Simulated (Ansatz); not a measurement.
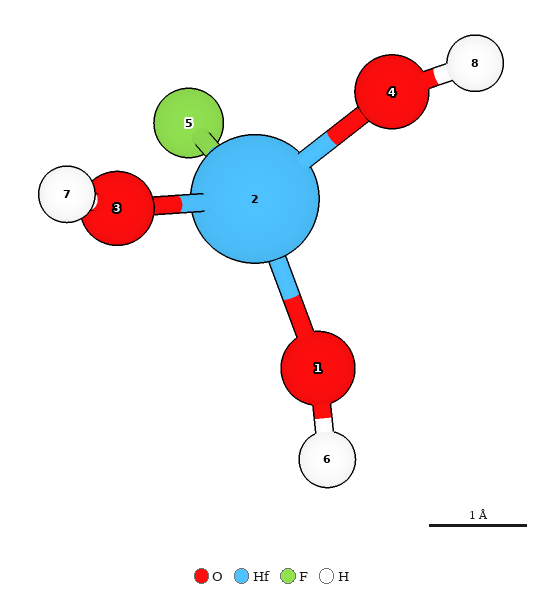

Fig. 1: The structure as given in the input (ball-and-stick view, seen at a tilt; atoms are numbered from 1 in the order of the input). Sticks mark near contacts.

## Single-point calculation, with input and output: HfH₃O₃F

System: HfH₃O₃F.
Method: RKS wB97M-V/def2-QZVPP (Ansatz 0.2.0).

The geometry comes from this level: PBE0-D4/def2-TZVP.

**The program's output**
```
Functional definition: wB97M-V
  name "wB97M-V"
  cite "Mardirossian & Head-Gordon, J. Chem. Phys. 144, 214110 (2016) doi:10.1063/1.4952647"
  cite "Becke, J. Chem. Phys. 107, 8554 (1997) doi:10.1063/1.475007"
  cite "Vydrov & Van Voorhis, J. Chem. Phys. 133, 244103 (2010) doi:10.1063/1.3521275"
  # Of w^i u^j: cxij and so on, Table III.
  parameter omega = 0.3/bohr
  parameter cx = 0.15
  parameter cx01 = 1.007
  parameter cx10 = 0.259
  parameter css00 = 0.443
  parameter css04 = -1.437
  parameter css10 = -4.535
  parameter css20 = -3.390
  parameter css43 = 4.278
  parameter cos00 = 1.000
  parameter cos10 = 1.358
  parameter cos20 = 2.924
  parameter cos21 = -8.812
  parameter cos60 = -1.390
  parameter cos61 = 9.142
  parameter b = 6.0
  parameter c = 0.01
  gx(w, u) = 1 - cx + cx01*u + cx10*w
  gss(w, u) = css00 + css04*u^4 + css10*w + css20*w^2 + css43*w^4*u^3
  gos(w, u) = cos00 + cos10*w + (cos20 + cos21*u)*w^2 + (cos60 + cos61*u)*w^6
  exchange = spin_sum(e_x_unif_sr(omega)*gx(b97_w, b97_u_x)) + cx*exact_x_sr(omega) + exact_x_lr(omega)
  correlation = spin_sum(e_c_pw_mod_same_spin*gss(b97_w, b97_u_same))
      + integral(e_c_pw_mod_opposite_spin*gos(b97_w_opposite, b97_u_opposite)) + vv10(b, c)
1335 factors; their error is unknown
328 factors; integrals over basis functions are off by at most 9.2e-6 eV
mean field evaluation 1: about -10207.3422 eV, gradient 9.7e1 eV
mean field evaluation 2: about -10197.7173 eV, gradient 1.3e2 eV
mean field evaluation 4: about -10221.8177 eV, gradient 1.7e0 eV
mean field evaluation 8: about -10221.8216 eV, gradient 1.1e-1 eV
mean field evaluation 16: about -10221.8286 eV, gradient 6.9e-5 eV
mean field -10221.82856895 eV, -375.6452713048 hartree, gradient 6.9e-5 eV, S^2 0.000000; 0 other end points of the search recorded, 0 dependent functions left out
reference -10221.82863034 eV, -375.6452735607 hartree; 24, 24 occupied and 375, 375 virtual orbitals, 1335 factors
Total energy: -10221.82863034 eV, -375.6452735607 hartree
```

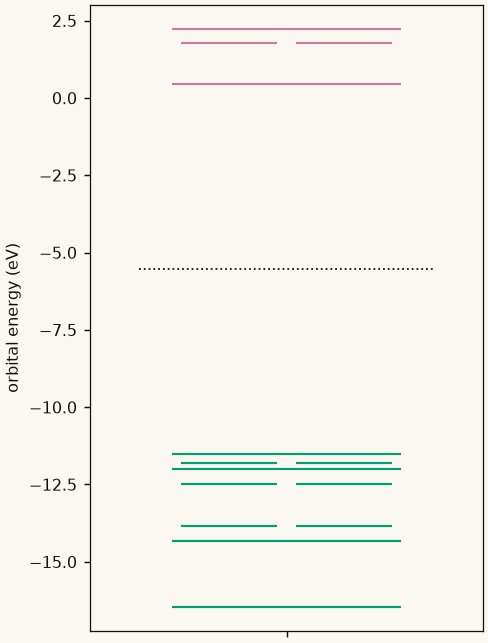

Fig. 2: Orbital energies near the frontier; the dotted line parts filled from empty levels, and levels within 0.02 eV of each other stand side by side. Highest filled −11.51 eV, lowest empty 0.46 eV, 11.97 eV apart.

This output came from the following input.

**Input file**
```yaml
crystal:
  periodic: [false, false, false]
  atoms:
    - {symbol: O, position_ang: [-1.097425, 1.332870, 0.637697]}
    - {symbol: Hf, position_ang: [0.077494, 0.153352, -0.325132]}
    - {symbol: O, position_ang: [1.724267, -0.092027, 0.637525]}
    - {symbol: O, position_ang: [-0.777735, -1.539881, -0.641920]}
    - {symbol: F, position_ang: [0.482590, 0.955739, -2.025412]}
    - {symbol: H, position_ang: [-1.435557, 1.926445, 1.299056]}
    - {symbol: H, position_ang: [2.457479, -0.506113, 1.079107]}
    - {symbol: H, position_ang: [-1.431114, -2.230385, -0.660922]}
basis:
  gaussian: {orbitals: "def2-QZVPP.json"}
hamiltonian: {xc: {name: wB97M-V}}
output: {orbitals: {seedname: orbitals}}
```

Command:
```bash
ansatz run in.yaml --threads 4 --pin off --events-out ev --progress --plain --max-ram 10444MiB
```

**Results in brief**

- outcome: converged
- total energy: −10221.8286 eV
- SCF solution under orbital rotations: stable
- HOMO: −11.51 eV
- LUMO: 0.46 eV
- hardware: 4 threads of Arm Neoverse V2, 23 GiB of memory available, shared host
- wall time: 11 s (CPU time 41 s)
- peak memory: 1.4 GiB
